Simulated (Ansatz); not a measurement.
**CH2BN (SMILES BC#N): levels of theory compared**

We compute a comparison of 6 runs (BHLYP/STO-3G, BLYP/STO-3G, PBE0/STO-3G, SVWN5/STO-3G, CCSD/STO-3G, UCCSD(T)/STO-3G) of CH2BN. 

The results are computed with Ansatz 0.2.0.

73 further runs of the same task are left out: 73 set aside as unsound or not needed.

### 1 The structure to begin with

The species is CH2BN (5 atoms), meant as a singlet with charge 0. SMILES: `BC#N`. The C2–B1 distance was set to 3.043 Å, away from the relaxed value. At this shape a bond of the SMILES string is far longer than usual.

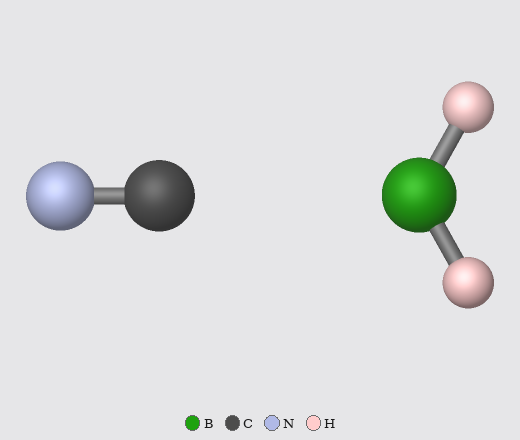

Viewed from a chosen angle; boron green, carbon dark grey, nitrogen light blue, hydrogen pink.

### 2 A single-point energy at BHLYP/STO-3G (run 1)

run.yaml reads:

```yaml
crystal:
  periodic: [false, false, false]
  atoms:
    - symbol: B
      position_ang: [-0.791083, 1.579266, -1.174475]
    - symbol: C
      position_ang: [0.352700, -0.696700, 0.490700]
    - symbol: N
      position_ang: [0.786500, -1.559600, 1.122200]
    - symbol: H
      position_ang: [-1.316183, 1.325366, -2.210175]
    - symbol: H
      position_ang: [-0.697783, 2.691966, -0.767275]
basis:
  gaussian: {orbitals: STO-3G}
hamiltonian: {xc: {name: BHLYP}}
accuracy: high
```

On the command line:

```sh
$ ansatz run run.yaml --threads 1 --pin off --max-ram 2610MiB --events-out events.jsonl --progress --plain --runs-dir runs
```

Output:

```text
Warning: RAYON_NUM_THREADS=1 ignored (pool sized by the plan → 1); use --threads N
Functional definition: BHLYP
  name "BHLYP"
  parameter a = 0.5
  exchange = (1 - a)*b88_x + a*exact_x
  correlation = lyp_c
272 factors; integrals over basis functions are off by at most 7.8e-9 eV
mean field evaluation 1: about -3179.5443 eV, gradient 2.5e1 eV
mean field evaluation 2: about -3050.4785 eV, gradient 1.0e2 eV
mean field evaluation 4: about -3183.1505 eV, gradient 1.6e1 eV
mean field evaluation 8: about -3184.1574 eV, gradient 2.5e-1 eV
mean field evaluation 16: about -3184.0986 eV, gradient 1.5e-5 eV
mean field -3184.09864516 eV, -117.0134669500 hartree, gradient 8.1e-8 eV, S^2 0.000000; 0 other end points of the search recorded, 0 dependent functions left out
reference -3184.09866366 eV, -117.0134676301 hartree; 10, 10 occupied and 7, 7 virtual orbitals, 272 factors
Total energy: -3184.09866366 eV, -117.0134676301 hartree
```

Run time: 0.85 s. Hardware: 1 thread of Arm Neoverse V1, shared host.

### 3 A single-point energy at BLYP/STO-3G (run 2)

job.yaml reads:

```yaml
crystal:
  periodic: [false, false, false]
  atoms:
    - symbol: B
      position_ang: [-0.791083, 1.579266, -1.174475]
    - symbol: C
      position_ang: [0.352700, -0.696700, 0.490700]
    - symbol: N
      position_ang: [0.786500, -1.559600, 1.122200]
    - symbol: H
      position_ang: [-1.316183, 1.325366, -2.210175]
    - symbol: H
      position_ang: [-0.697783, 2.691966, -0.767275]
basis:
  gaussian:
    orbitals: STO-3G
hamiltonian:
  xc: {name: BLYP}
accuracy: high
```

On the command line:

```sh
$ ansatz run job.yaml --threads 1 --pin off --max-ram 2610MiB --events-out events.jsonl --progress --plain --runs-dir runs
```

Output:

```text
Warning: RAYON_NUM_THREADS=1 ignored (pool sized by the plan → 1); use --threads N
Functional definition: BLYP
  name "BLYP"
  parameter beta = 0.0042
  parameter a = 0.04918
  parameter b = 0.132
  parameter c = 0.2533
  parameter d = 0.349
  exchange = b88_x(beta = beta)
  correlation = lyp_c(a = a, b = b, c = c, d = d)
272 factors; integrals over basis functions are off by at most 7.8e-9 eV
mean field evaluation 1: about -3180.3698 eV, gradient 2.5e1 eV
mean field evaluation 2: about -3038.8263 eV, gradient 1.1e2 eV
mean field evaluation 4: about -3182.0087 eV, gradient 1.6e1 eV
mean field evaluation 8: about -3181.9234 eV, gradient 1.6e1 eV
mean field evaluation 16: about -3185.8051 eV, gradient 6.8e-8 eV
mean field -3185.80514562 eV, -117.0761796852 hartree, gradient 6.8e-8 eV, S^2 0.000000; 0 other end points of the search recorded, 0 dependent functions left out
reference -3185.80518244 eV, -117.0761810385 hartree; 10, 10 occupied and 7, 7 virtual orbitals, 272 factors
Total energy: -3185.80518244 eV, -117.0761810385 hartree
```

It took 0.89 s on 1 thread of Arm Neoverse V1, shared host.

Run 3 isn't shown in full; the table further down has it.

### 4 A single-point energy at SVWN5/STO-3G (run 4)

run.yaml: that of step 2 with these lines changed.

```diff
@@ -7,3 +7,3 @@
       position_ang: [0.352700, -0.696700, 0.490700]
-    - symbol: N
+    - symbol: "N"
       position_ang: [0.786500, -1.559600, 1.122200]
@@ -14,4 +14,6 @@
 basis:
-  gaussian: {orbitals: STO-3G}
-hamiltonian: {xc: {name: BHLYP}}
+  gaussian:
+    orbitals: STO-3G
 accuracy: high
+hamiltonian:
+  xc: {name: SVWN5}
```

On the command line:

```sh
$ ansatz run run.yaml --threads 1 --pin off --max-ram 2610MiB --events-out events.jsonl --progress --plain --runs-dir runs
```

Output:

```text
Warning: RAYON_NUM_THREADS=1 ignored (pool sized by the plan → 1); use --threads N
Functional definition: SVWN5
  name "SVWN5"
  exchange = slater_x
  correlation = vwn5_c
272 factors; integrals over basis functions are off by at most 7.8e-9 eV
mean field evaluation 1: about -3151.1322 eV, gradient 2.4e1 eV
mean field evaluation 2: about -3010.7600 eV, gradient 1.1e2 eV
mean field evaluation 4: about -3152.6460 eV, gradient 1.7e1 eV
mean field evaluation 8: about -3154.1085 eV, gradient 2.0e1 eV
mean field -3156.31811194 eV, -115.9925511846 hartree, gradient 2.4e-8 eV, S^2 0.000000; 0 other end points of the search recorded, 0 dependent functions left out
reference -3156.31811362 eV, -115.9925512463 hartree; 10, 10 occupied and 7, 7 virtual orbitals, 272 factors
Total energy: -3156.31811362 eV, -115.9925512463 hartree
```

It took 0.58 s on 1 thread of Arm Neoverse V1, shared host.

Run 5 isn't shown in full; the table further down has it.

### 5 A single-point energy at UCCSD(T)/STO-3G (run 6)

run.yaml reads:

```yaml
crystal:
  periodic: [false, false, false]
  atoms:
    - {symbol: B, position_ang: [-0.791083, 1.579266, -1.174475]}
    - {symbol: C, position_ang: [0.352700, -0.696700, 0.490700]}
    - {symbol: "N", position_ang: [0.786500, -1.559600, 1.122200]}
    - {symbol: H, position_ang: [-1.316183, 1.325366, -2.210175]}
    - {symbol: H, position_ang: [-0.697783, 2.691966, -0.767275]}
basis:
  gaussian: {orbitals: STO-3G}
magnetization: {spin_polarized: true, initial_magnetization: 0}
scf: {omitted_lower_state_checks: [cluster_reference, increment]}
correlation: {method: ccsd_t, frozen_orbitals: {B: 1, C: 1, H: 0, "N": 1}}
accuracy: high
```

On the command line:

```sh
$ ansatz run run.yaml --threads 1 --pin off --max-ram 2610MiB --events-out events.jsonl --progress --plain --runs-dir runs
```

Output:

```text
Warning: RAYON_NUM_THREADS=1 ignored (pool sized by the plan → 1); use --threads N
[... 14 lines left out ...]
3 core orbitals not correlated: weight in the atoms' cores, before any rotation towards them, 1.000 or more for the frozen orbitals, at most 0.000 for the correlated occupied ones
[... 39 lines left out ...]
Total energy: -3173.39105531 eV, -116.6199702809 hartree
Checks for a lower state left out: cluster_reference, increment
```

Run time: 0.34 s. Hardware: 1 thread of Arm Neoverse V1, shared host.

### 6 The series

```tsv
run	level	frozen core orbitals	energy (Eh)	wall time
1	BHLYP/STO-3G	–	-117.013468	0.85 s
2	BLYP/STO-3G	–	-117.076181	0.89 s
3	PBE0/STO-3G	–	-116.956657	0.85 s
4	SVWN5/STO-3G	–	-115.992551	0.58 s
5	CCSD/STO-3G	3	-116.611715	0.14 s
6	UCCSD(T)/STO-3G	3	-116.619970	0.34 s
```

### 7 Results

```
                                          quantity          value
                               run 6: total energy  -116.61997 Eh
run 6: correlation energy (3 core orbitals frozen)     -186.9 mEh
                             run 6: (T) correction      -1.59 mEh
          run 6: ⟨S²⟩ of the reference determinant          1.368
                              run 6: T1 diagnostic          0.074
```

**Reading.** Totals of different functionals can't be ranked against each other. In run 5 the T1 diagnostic is large, so a single reference may not serve. In run 5 the log says that unrestricted orbitals would lower the reference, so the values rest on an unstable closed-shell determinant (other closed-shell runs at this shape may share the fault). In runs 1, 2, 3, 4, 5, 6 the basis is minimal, so the values are rough. Spin contamination of the reference: run 6 ⟨S²⟩ = 1.37. Where it is this large, the reference is a mixture of spin states, and values that rest on it are in doubt. All runs together took 3.6 s, the longest 0.89 s.
